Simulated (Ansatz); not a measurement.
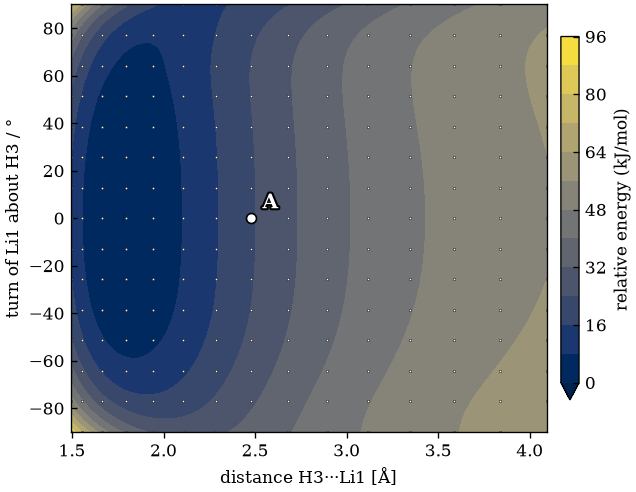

GeH₄Li, charge +1. 
- The turn is about an axis along (0.27, −0.96, 0.00) in the frame of the relaxed pair, normal to the line between the partners.
- First axis: distance H3···Li1. Second axis: turn of Li1 about H3.
- The scan uses a 15 × 15 grid.
- Points are written as (first, second).
- All energies are given in kJ/mol relative to the lowest grid point.
- Theory: Ansatz 0.2.0, RHF/def2-TZVPD.

In the figure: filled contours, dots at the grid points, the point A. Between grid points the surface is interpolated.

Which way does the force act at A, and how strong is it?

A, at (2.477 Å, 0.0°), is not a stationary point. The computed force is 38 kJ/mol for each Å towards smaller values of distance H3···Li1 and nearly zero along turn of Li1 about H3.
